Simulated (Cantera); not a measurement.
A closed system holds: 1 mol Si, 2.5 mol Br2, 10 mol H2, held at 6.70 Pa.

Cantera equilibrium calculation (NASA polynomials, part measured and part estimated; ideal gas, pure solids and liquids). Candidate condensed phases: Br2, Si; 19 gas species. The tables' values for SiBr, SiBr3 are old estimates; treat these amounts as uncertain. The numbers say what is thermodynamically allowed, not how fast it happens.

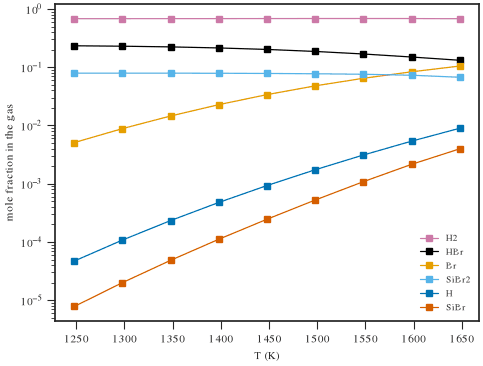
Figure. Equilibrium gas composition (values under 1e-9 drawn at 1e-9)

From 1248 K to 1648 K nothing is condensed. The main Si-bearing gas is SiBr2 throughout.
